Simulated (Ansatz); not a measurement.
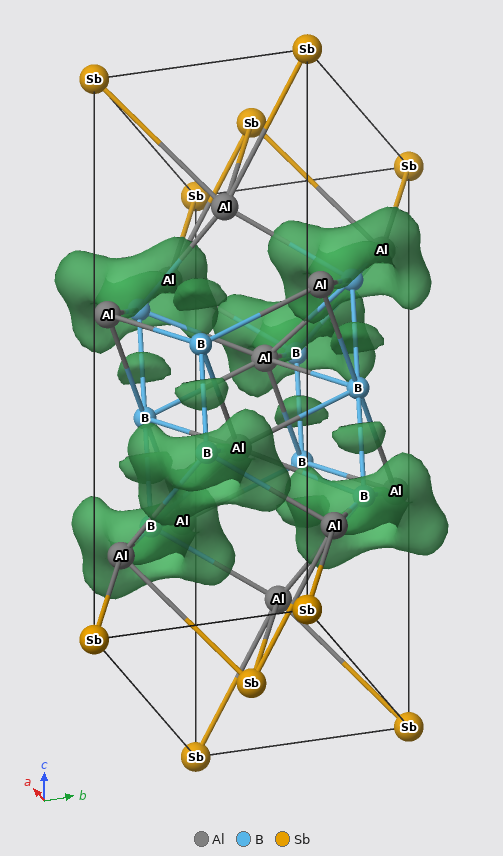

Figure. Al$_{4}$B$_{3}$Sb. Isosurface of the electron localisation function at 0.75 (green), seen at an oblique angle. Only the valence region is drawn (cores and ρ < 0.01 e/Å³ removed). Sticks mark near contacts.

Space group C2/m; a generated structure, not necessarily the stable one; changed on purpose from its base cell (the structure that the rattled cell fell into).

Theory: Ansatz 0.2.0, DFT PBE, scalar-relativistic, plane waves, PAW.

In a PAW calculation such maps are meaningful between the atoms, not at the nuclei.

The calculation's input:

```
crystal:
  lattice:
    - [3.0867560169, -1.7645259506, 0.0]
    - [3.0867560169, 1.7645259506, 0.0]
    - [-2.0224734192, 0.0, 10.1331861323]
  atoms:
    - { symbol: Al, position: [0.1683108508, 0.1683108508, 0.2079722533] }
    - { symbol: Al, position: [0.3029172815, 0.3029172815, 0.6057492623] }
    - { symbol: Al, position: [0.6909677034, 0.6909677034, 0.7920913529] }
    - { symbol: Al, position: [0.5678993043, 0.5678993043, 0.3943064871] }
    - { symbol: B, position: [0.9520392649, 0.9520392649, 0.4999518768] }
    - { symbol: B, position: [0.9887043836, 0.9887043836, 0.6790058621] }
    - { symbol: B, position: [0.8721034319, 0.8721034319, 0.3208463529] }
    - { symbol: Sb, position: [0.4302632235, 0.4302632235, 7.65528e-05] }
basis:
  ecutwfc: 420
kpoints:
  mp_grid: { grid: [10, 10, 4] }
hamiltonian:
  xc: pbe
scf:
  occupations: { method: gaussian, width: 0.1 }
output:
  forces: true
  stress: true
  eigenvalues: true
  write_density: true
  write_potential: true
  elf: true
  volumetric_format: npy
relax:
  adjacent_minimum: "off"
  f_tol: 0.01
  max_steps: 80
  cell: { stress_tol: 0.05 }
```

Launched as:

```sh
ansatz run input.yaml --threads 1 --pin off --max-ram 2560MiB --backend cpu --events-out ev --progress --plain --runs-dir out
```

Below, planes, directions and counts refer to the conventional cell (a = 6.12 Å, b = 3.54 Å, c = 10.36 Å, α = 90.00°, β = 101.24°, γ = 90.00°).

The fields are those of the run's last geometry, not of the input's.

Where are the electrons localised?

Answer. The surface consists of four regions between bonded B–B atoms and four regions on B in which the atom's valence shell and bonds are merged, counted in one cell of 16 atoms. Regions shared between cells count once. Along the contacts the grid gives the following. B–B (1.84 Å): the ELF peaks at about 0.80 between the atoms. Al–B (2.17 Å): the ELF peaks at about 0.80 in the valence shell of B, 1.0 Å from its nucleus, and is about 0.75 at the midpoint.
